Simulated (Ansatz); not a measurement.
# PBE/3-21G run of PH3 (phosphine)

Aim: the vertical singlet–triplet gap of PH3 (phosphine) at PBE/3-21G, from 2 runs. 

The calculation is run with Ansatz 0.2.0.

60 further runs of the same task are left out: 2 that didn't finish, 58 set aside as unsound or not needed.

## (1) The system as given

PH3: 4 atoms, total charge 0, spin state singlet. As SMILES, `P`. The coordinates come from a PBE0-D4/def2-TZVP relaxation.

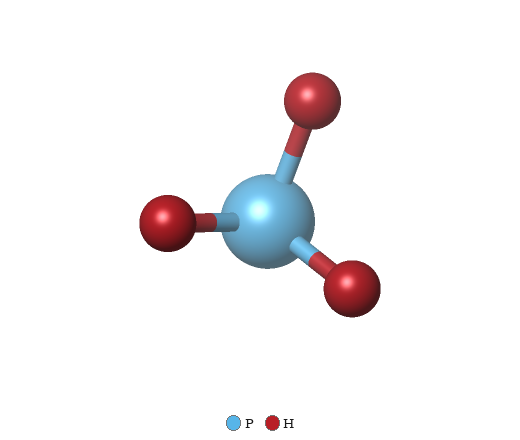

The structure, seen from a chosen angle (phosphorus blue, hydrogen red).

## (2) The energy at PBE/3-21G

Contents of input.yaml:

```yaml
crystal:
  periodic: [false, false, false]
  atoms:
    - {symbol: P, position_ang: [0.346000, -0.326500, -0.332800]}
    - {symbol: H, position_ang: [0.630900, -0.034000, 1.027000]}
    - {symbol: H, position_ang: [-1.005500, -0.663000, -0.057200]}
    - {symbol: H, position_ang: [0.028700, 1.023500, -0.636900]}
basis:
  gaussian:
    orbitals: 3-21G.json
hamiltonian:
  xc: {name: PBE}
accuracy: high
```

The basis set 3-21G is read from a file made from the Basis Set Exchange's data (not shown).

On the command line:

```bash
ansatz run input.yaml --threads 1 --pin off --max-ram 2610MiB --events-out events.jsonl --progress --plain --runs-dir runs
```

The log of the run:

```text
Warning: RAYON_NUM_THREADS=1 ignored (pool sized by the plan → 1); use --threads N
Functional definition: PBE
  name "PBE"
  parameter kappa = 0.804
  parameter beta = 0.06672455060314922
  exchange = pbe_x(kappa = kappa, mu = beta*pi^2/3)
  correlation = pbe_c(beta = beta)
370 factors; integrals over basis functions are off by at most 2.8e-9 eV
mean field evaluation 1: about -9284.2574 eV, gradient 8.6e0 eV
mean field evaluation 2: about -9284.2700 eV, gradient 9.0e0 eV
mean field evaluation 4: about -9284.5303 eV, gradient 1.3e-1 eV
mean field evaluation 8: about -9284.5103 eV, gradient 1.2e-3 eV
mean field -9284.51026520 eV, -341.1994589791 hartree, gradient 6.6e-8 eV, S^2 0.000000; 0 other end points of the search recorded, 0 dependent functions left out
reference -9284.51026694 eV, -341.1994590430 hartree; 9, 9 occupied and 10, 10 virtual orbitals, 370 factors
Total energy: -9284.51026694 eV, -341.1994590430 hartree
```

It took 0.62 s on 1 thread of Arm Neoverse V1, shared host.

## (3) The triplet

Contents of input.yaml:

```yaml
crystal:
  periodic: [false, false, false]
  atoms:
    - symbol: P
      position_ang: [0.346000, -0.326500, -0.332800]
    - symbol: H
      position_ang: [0.630900, -0.034000, 1.027000]
    - symbol: H
      position_ang: [-1.005500, -0.663000, -0.057200]
    - symbol: H
      position_ang: [0.028700, 1.023500, -0.636900]
basis:
  gaussian:
    orbitals: 3-21G.json
magnetization:
  spin_polarized: true
  initial_magnetization: 2
hamiltonian:
  xc: pbe
accuracy: high
```

The basis set 3-21G is read from a file made from the Basis Set Exchange's data (not shown).

On the command line:

```bash
ansatz run input.yaml --threads 1 --pin off --max-ram 2610MiB --events-out events.jsonl --progress --plain --runs-dir runs
```

The log of the run (excerpt; [...] marks lines left out):

```text
Warning: RAYON_NUM_THREADS=1 ignored (pool sized by the plan → 1); use --threads N
[... 6 set-up lines as earlier in the session ...]
373 factors; integrals over basis functions are off by at most 2.1e-9 eV
mean field evaluation 1: about -9277.8332 eV, gradient 4.7e0 eV
mean field evaluation 2: about -9277.4430 eV, gradient 7.1e0 eV
mean field evaluation 4: about -9278.0291 eV, gradient 1.2e0 eV
mean field evaluation 8: about -9278.0358 eV, gradient 1.9e-1 eV
mean field evaluation 16: about -9278.0363 eV, gradient 2.5e-3 eV
mean field evaluation 32: about -9278.0363 eV, gradient 1.2e-8 eV
mean field evaluation 64: about -9278.0361 eV, gradient 9.0e-7 eV
mean field -9278.03662210 eV, -340.9615569831 hartree, gradient 3.1e-8 eV, S^2 2.002046; 6 other end points of the search recorded, 0 dependent functions left out
reference -9278.03662404 eV, -340.9615570542 hartree; 10, 8 occupied and 9, 11 virtual orbitals, 373 factors
Total energy: -9278.03662404 eV, -340.9615570542 hartree
```

It took 5.7 s on 1 thread of Arm Neoverse V1, shared host; peak memory 0.1 GiB.

## (4) What came out

At PBE/3-21G:

```
                                        quantity          value
                           singlet: total energy  -341.19946 Eh
                           triplet: total energy  -340.96156 Eh
                                   triplet: ⟨S²⟩          2.002
vertical energy of the triplet above the singlet       6.474 eV
```

What this shows: At this shape the triplet lies 6.47 eV (149 kcal/mol) above the singlet.
